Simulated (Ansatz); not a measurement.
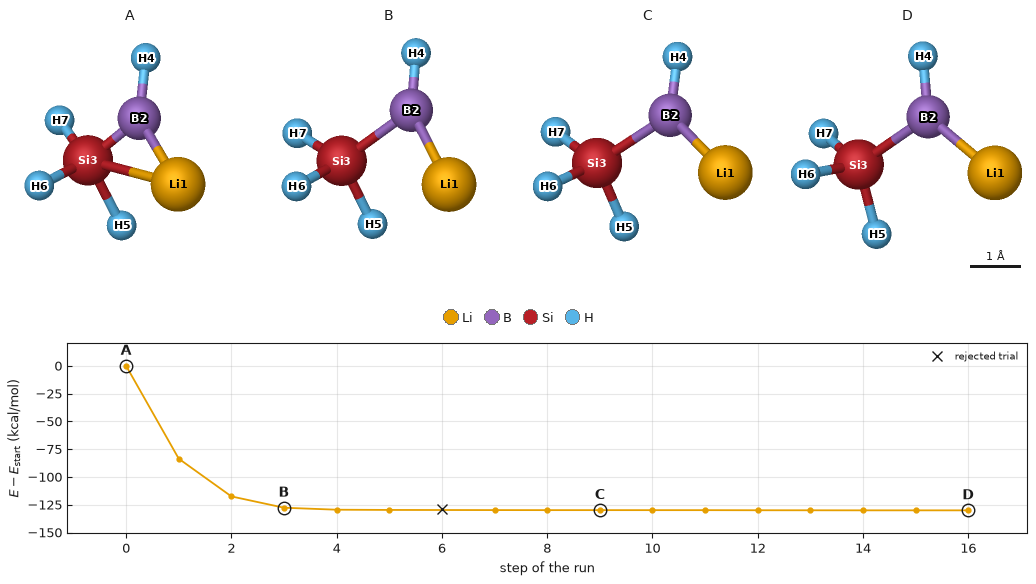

Frames of a relaxation of LiBSiH₄, marked on the history of the run. Style: ball-and-stick. Shown from a free direction.

It is one of the separated reactants of a reaction.

Theory: RKS PBE-D4/def2-SVP in Ansatz 0.2.0. Settings: force threshold 0.03 eV/Å; at most 250 steps.

Question: What happens along the run?

Answer: The energy falls by 130.0 kcal/mol in 15 accepted moves (16 points after the start). Largest force component: 23 eV/Å at the start, 0.018 eV/Å at the end. The line search rejected the trial step at point 6 of the run. Li1 moves most after the best rigid fit: 0.87 Å. By element the largest moves are Li 0.87 Å, H 0.62 Å, B 0.35 Å, Si 0.26 Å. Some distances before and after: Li1–Si3 2.670 → 3.622 Å, B2–Si3 1.470 → 2.010 Å, Si3–H7 1.342 → 1.519 Å, Li1–B2 2.015 → 2.181 Å. Bond angles that change, for instance: Li1–B2–Si3 98.8° → 119.6°, B2–Si3–H7 103.2° → 122.9°, Li1–B2–H4 141.3° → 127.2°. Groups turn about B2–Si3 by about 25°. From step 0 to 3: H7 moves most (0.58 Å), energy −127.7 kcal/mol. From step 3 to 9: Li1 moves most (0.46 Å), energy −2.16 kcal/mol. From step 9 to 16: H4 moves most (0.36 Å), energy −0.20 kcal/mol.

| step | E − E(0), kcal/mol | largest force component, eV/Å | note |
| --- | --- | --- | --- |
| 0 | 0.00 | 23.4521 |  |
| 1 | -83.56 | 9.9958 |  |
| 2 | -117.50 | 3.0911 |  |
| 3 | -127.68 | 0.7648 |  |
| 4 | -129.46 | 0.1638 |  |
| 5 | -129.67 | 0.1416 |  |
| 6 | -129.17 | 0.5414 | rejected |
| 7 | -129.80 | 0.0531 |  |
| 8 | -129.84 | 0.0747 |  |
| 9 | -129.85 | 0.0358 |  |
| 10 | -129.86 | 0.0464 |  |
| 11 | -129.86 | 0.2487 |  |
| 12 | -129.95 | 0.1158 |  |
| 13 | -129.98 | 0.0334 |  |
| 14 | -130.03 | 0.0367 |  |
| 15 | -130.04 | 0.0290 |  |
| 16 | -130.04 | 0.0182 |  |
